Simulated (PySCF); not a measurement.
# SiCl₄: one change and its effect

System: SiCl₄.
Method of run A: GIAO PBE0/pcSseg-1 NMR shielding, non-relativistic, IEF-PCM methanol (PySCF 2.14.0).

The geometry comes from this level: PBE0-D3(BJ)/def2-SVP. Text and figures count atoms from 1; the logs count them from 0 in places.

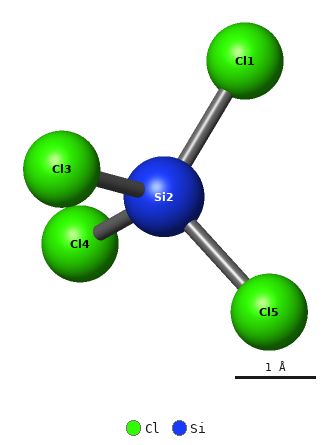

Fig. 1: The structure (ball-and-stick view, seen at a tilt; atoms are numbered from 1 in the order of the input). Bond lengths as drawn: Cl–Si 2.03 Å.

Input file, run A:
```
{"job": {"kind": "nmr", "xc": "PBE0", "basis": "pcSseg-1", "solvent": "methanol", "pop": false}, "charge": 0, "multiplicity": 1}
Cl     0.692965    -1.297539     1.429593
Si     0.021977     0.024463     0.038028
Cl    -0.943069     1.554772     0.966382
Cl     1.597669     0.769644    -1.011631
Cl    -1.258027    -0.927495    -1.225398
```

The first line tells a small driver script what to run in PySCF; the rest is the geometry in Å.

Launched with:
```bash
OMP_NUM_THREADS=1 python <driver script> task.json out
```

Hardware: 1 CPU thread, shared host.

Output (run A):
```
coarse grid: 8120 points
cycle   1  E = -2129.6015571057  dE =  6.373e-01  |g| = 4.584e-01  |ddm| = 2.375e+00
cycle   2  E = -2129.5644329200  dE =  3.712e-02  |g| = 6.166e-01  |ddm| = 1.182e+00
cycle   3  E = -2129.6611172924  dE = -9.668e-02  |g| = 2.733e-02  |ddm| = 6.613e-01
cycle   4  E = -2129.6612575997  dE = -1.403e-04  |g| = 1.029e-02  |ddm| = 3.324e-02
cycle   5  E = -2129.6612830084  dE = -2.541e-05  |g| = 1.239e-03  |ddm| = 1.182e-02
cycle   6  E = -2129.6612832820  dE = -2.736e-07  |g| = 1.914e-04  |ddm| = 1.353e-03
final grid: 58912 points
cycle   7  E = -2129.6850971730  dE = -2.686e-05  |g| = 4.702e-03  |ddm| = 1.054e-02
cycle   8  E = -2129.6850979878  dE = -8.148e-07  |g| = 2.331e-03  |ddm| = 4.491e-03
cycle   9  E = -2129.6850985303  dE = -5.425e-07  |g| = 4.376e-04  |ddm| = 2.238e-03
cycle  10  E = -2129.6850985749  dE = -4.457e-08  |g| = 9.074e-05  |ddm| = 5.287e-04
cycle  11  E = -2129.6850985770  dE = -2.170e-09  |g| = 1.280e-05  |ddm| = 1.068e-04
cycle  12  E = -2129.6850985771  dE = -4.957e-11  |g| = 2.348e-06  |ddm| = 1.213e-05
converged SCF energy = -2129.6850985771

GIAO shielding tensors (ppm)
atom      isotropic    diamagn.    paramagn.     s11        s22        s33       span
  0 Cl     751.946    1146.999    -395.054    648.326    650.286    957.226    308.900
  1 Si     332.568     873.575    -541.007    331.925    332.798    332.981      1.056
  2 Cl     751.929    1146.987    -395.058    648.329    650.164    957.295    308.965
  3 Cl     751.805    1147.005    -395.201    647.918    649.582    957.913    309.995
  4 Cl     751.885    1147.078    -395.193    647.941    649.585    958.128    310.187
```

Run B used a changed input.

The two runs side by side:

```csv
quantity,run A,run B
outcome,converged,converged
total energy (hartree),−2129.685099,−2129.684918
HOMO (eV),−9.64,−9.65
LUMO (eV),−0.75,−0.76
dipole moment (D),0.01,0.01
shielding of Cl1 (ppm),751.9,751.5
shielding of Si2 (ppm),332.6,332.6
shielding of Cl3 (ppm),751.9,751.5
shielding of Cl4 (ppm),751.8,751.4
shielding of Cl5 (ppm),751.9,751.5
SCF iterations,12,12
basis functions,120,120
wall time (shared host),19 s,19 s
```

Which change of the input explains these differences?

The change (lines with − go, lines with + come):
```diff
-"solvent": "methanol"
+"solvent": "dichloromethane"
```

The total energy of run B is 0.11 kcal/mol higher: the change of the electrostatic solvation energy at this fixed geometry, without cavity or dispersion terms. Of all shieldings, the largest change is that of Cl1, Cl3, Cl4 and Cl5, by −0.4 ppm. The number of SCF iterations is the same.

Output (run B):
```
coarse grid: 8120 points
cycle   1  E = -2129.6009945285  dE =  6.378e-01  |g| = 4.603e-01  |ddm| = 2.375e+00
cycle   2  E = -2129.5615608415  dE =  3.943e-02  |g| = 6.253e-01  |ddm| = 1.191e+00
cycle   3  E = -2129.6609256059  dE = -9.936e-02  |g| = 2.820e-02  |ddm| = 6.703e-01
cycle   4  E = -2129.6610758096  dE = -1.502e-04  |g| = 1.061e-02  |ddm| = 3.426e-02
cycle   5  E = -2129.6611026339  dE = -2.682e-05  |g| = 1.230e-03  |ddm| = 1.209e-02
cycle   6  E = -2129.6611028976  dE = -2.637e-07  |g| = 1.949e-04  |ddm| = 1.329e-03
final grid: 58912 points
cycle   7  E = -2129.6849165225  dE = -2.686e-05  |g| = 4.704e-03  |ddm| = 1.054e-02
cycle   8  E = -2129.6849173364  dE = -8.139e-07  |g| = 2.334e-03  |ddm| = 4.496e-03
cycle   9  E = -2129.6849178809  dE = -5.444e-07  |g| = 4.439e-04  |ddm| = 2.247e-03
cycle  10  E = -2129.6849179268  dE = -4.590e-08  |g| = 9.293e-05  |ddm| = 5.368e-04
cycle  11  E = -2129.6849179290  dE = -2.278e-09  |g| = 1.295e-05  |ddm| = 1.090e-04
cycle  12  E = -2129.6849179291  dE = -3.502e-11  |g| = 2.378e-06  |ddm| = 1.214e-05
converged SCF energy = -2129.6849179291

GIAO shielding tensors (ppm)
atom      isotropic    diamagn.    paramagn.     s11        s22        s33       span
  0 Cl     751.530    1146.997    -395.468    647.956    649.913    956.720    308.764
  1 Si     332.550     873.585    -541.035    331.907    332.781    332.963      1.056
  2 Cl     751.511    1146.985    -395.474    647.956    649.788    956.788    308.832
  3 Cl     751.390    1147.003    -395.614    647.551    649.208    957.410    309.859
  4 Cl     751.474    1147.076    -395.603    647.578    649.215    957.628    310.050
```
